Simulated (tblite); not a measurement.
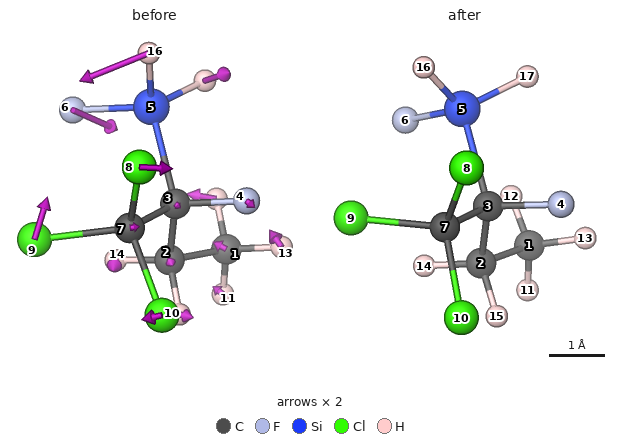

The structure of C4H7Cl3F2Si before (left) and after (right) a relaxation, at one scale. The purple arrows give the displacements, 2 times their true length.

The picture is a ball-and-stick view, seen from a free direction.

Computed with GFN2-xTB geometry optimisation, gas phase in tblite. 

What changed between the two?

Answer. After 67 geometry steps the energy has fallen by 0.289 eV. The largest move after the best rigid fit is that of H16, 0.71 Å. Largest moves by element: H 0.71 Å, F 0.67 Å, Cl 0.42 Å, C 0.15 Å, Si 0.04 Å. Some distances before and after: Si5–Cl9 3.575 → 3.210 Å, C3–C7 1.571 → 1.523 Å, C7–Cl10 1.824 → 1.781 Å, Si5–H16 1.488 → 1.447 Å. Bond angles that change, for instance: H16–Si5–H17 108.3° → 117.1°, C3–C7–Cl9 113.9° → 108.3°, C1–C2–H15 105.0° → 108.9°. Groups turn about C3–Si5 by about 25°. Cost: 0.83 s on 1 thread of Arm Neoverse V1 (shared host).
